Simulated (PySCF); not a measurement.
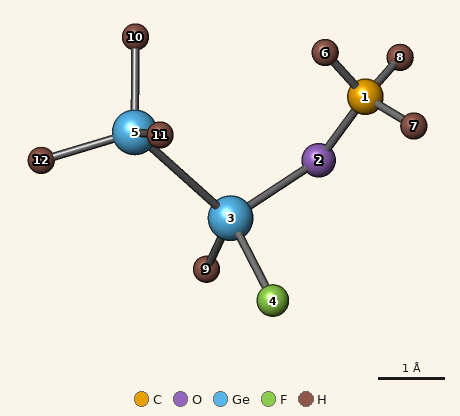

This is the input geometry for a relaxation of CH$_{7}$FGe$_{2}$O. Style: ball-and-stick. Shown at a tilt.

The start comes from GFN2-xTB. Its atoms were then displaced at random by about 0.01 Å.

All numbers below come from PBE0-D3(BJ)/def2-SVP geometry optimisation, gas phase in PySCF.

```xyz
12

C    -1.9137    0.1865    0.4711
O    -1.2195   -0.9855    0.2414
Ge    0.3429   -1.1188   -0.5122
F     0.1029   -0.9682   -2.2659
Ge    1.8723    0.6596    0.0785
H    -1.2837    1.0293    0.8030
H    -2.4342    0.5283   -0.4444
H    -2.6600    0.0129    1.2359
H     0.5596   -2.6010   -0.3493
H     1.5775    1.2045    1.4689
H     1.7916    1.8160   -0.8577
H     3.3040    0.2081    0.1218
```

Where does the relaxation end?

The energy falls by 3.78 kcal/mol in 12 geometry steps. The largest moves after the best rigid fit, 0.53 Å, are those of H11 and H12. By element the largest moves are H 0.53 Å, F 0.17 Å, O 0.16 Å, C 0.11 Å, Ge 0.11 Å. Among the contacts that change: Ge5–H11 1.490 → 1.537 Å, Ge5–H12 1.502 → 1.537 Å, O2–Ge3 1.740 → 1.768 Å, Ge3–H9 1.507 → 1.534 Å. Bond angles that change, for instance: Ge5–Ge3–H9 127.3° → 120.0°, O2–Ge3–H9 99.1° → 105.0°, C1–O2–Ge3 126.0° → 121.0°. Groups turn about C1–O2 by about 25°.

Step by step:

```tsv
step	E − E(0), kcal/mol
0	0.00
1	-2.89
2	-3.51
3	-3.55
4	-3.59
5	-3.61
6	-3.63
7	-3.66
8	-3.68
9	-3.72
10	-3.75
11	-3.77
12	-3.78
```

Final geometry:

```xyz
12

C    -1.9058    0.2493    0.3760
O    -1.2196   -0.9740    0.4019
Ge    0.3353   -1.1633   -0.4173
F     0.0095   -1.0214   -2.1315
Ge    1.8634    0.6453    0.1101
H    -1.3507    1.0554    0.8946
H    -2.1216    0.5888   -0.6528
H    -2.8660    0.1191    0.8982
H     0.7473   -2.6170   -0.1549
H     1.9057    0.8511    1.6338
H     1.3690    1.9324   -0.5684
H     3.2732    0.3062   -0.3989
```

After the run, drawn alike:

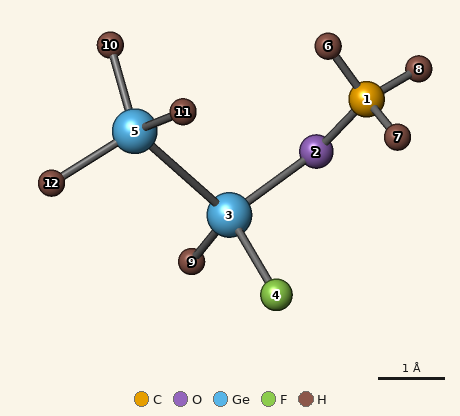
